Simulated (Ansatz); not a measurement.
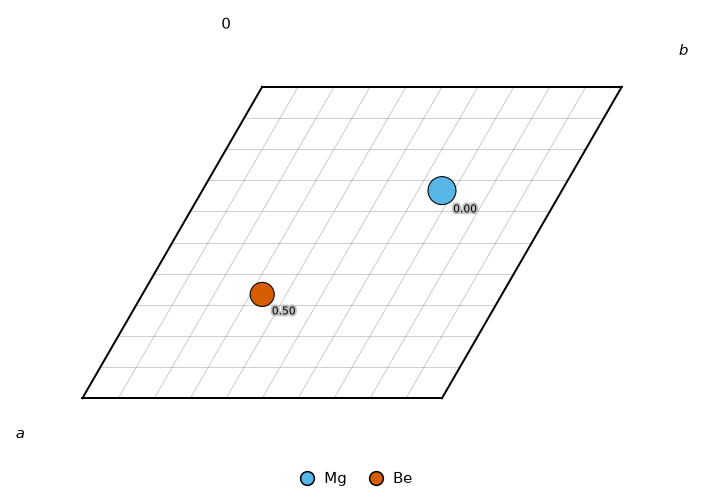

Plan of a unit cell projected along c (a down the page, b across); the numbers are heights as fractions of c, and atoms on the cell's edges are repeated. The grid marks tenths of a and b. Source: coordinates from a relaxation with DFT PBEsol, scalar-relativistic, plane waves, PAW (Ansatz); the starting structure was generated, so it need not be a known form of this composition. All values are computed from the atomic coordinates in the standard setting (tolerance 0.002 Å).

a = 2.875 Å, b = 2.875 Å, c = 4.224 Å, α = 90.00°, β = 90.00°, γ = 120.00°.

**What does the cell contain?**

1 Mg, 1 Be: MgBe, Z = 1.

**Which space group?**

No. 187, P-6m2, primitive hexagonal.

**Give the independent sites, coordinates to two places.**

```json
{"atom": "Mg", "site": "1c", "symmetry": "-6m2", "x": "0.33", "y": "0.67", "z": "0.00"}
{"atom": "Be", "site": "1f", "symmetry": "-6m2", "x": "0.67", "y": "0.33", "z": "0.50"}
```
